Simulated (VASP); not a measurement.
Band structure of TePb (space group Fm-3m). All values below come from PBEsol GGA with spin-orbit coupling, VASP's PBE PAW potentials (set 64) (plane waves; VASP 6.6.1).

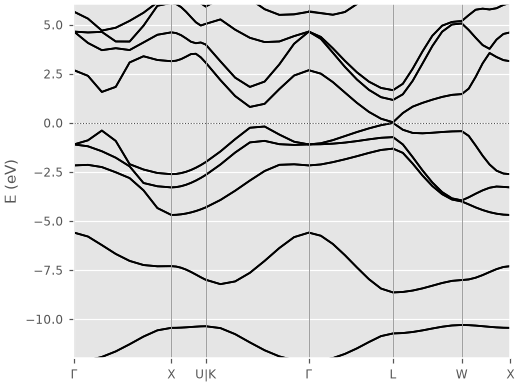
Bands along high-symmetry lines, zero at the valence-band maximum or, without a gap, the Fermi level

Read the plot: is there a gap, and where are the band edges?

The gap is direct, 0.03 eV, from the valence maximum at L to the conduction minimum at L.

The structure comes from a measured TePb entry (Fm-3m) of the Crystallography Open Database, whose conditions weren't checked. It was relaxed first.
